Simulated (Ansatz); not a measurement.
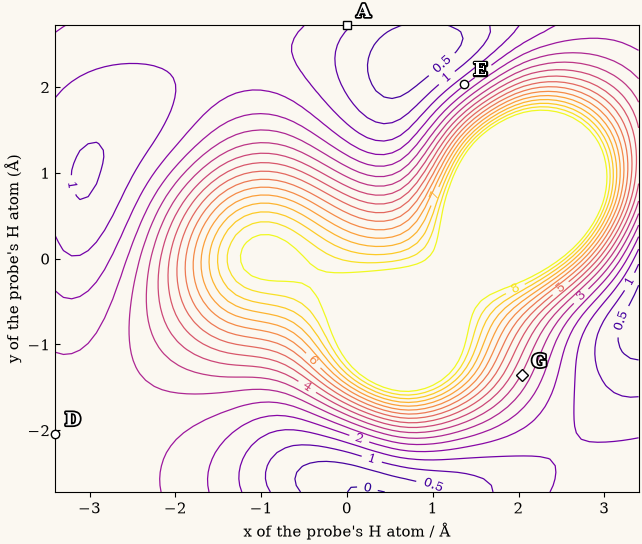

CHIOSi (SMILES O=C=[SiH]I) with the probe HF. The probe is moved over a plane parallel to the molecule's main plane, 1.76 Å above it. The first coordinate is: x of the probe's H atom; the second: y of the probe's H atom. Nothing is relaxed (molecule and probe rigid, the probe upright with H nearest the plane). The scan uses an 11 × 9 grid. All energies are given in kcal/mol relative to the lowest grid point. These are results of RKS PBE-D4/def2-SVPD (Ansatz), not measurements.

The picture shows contour lines labelled in kcal/mol (none above 8.5), lettered points. Between grid points the surface is interpolated.

Q: Rank the lettered points by energy, lowest first.

A: A (1.1 kcal/mol), E (1.9 kcal/mol), D (2.8 kcal/mol), G (3.4 kcal/mol).
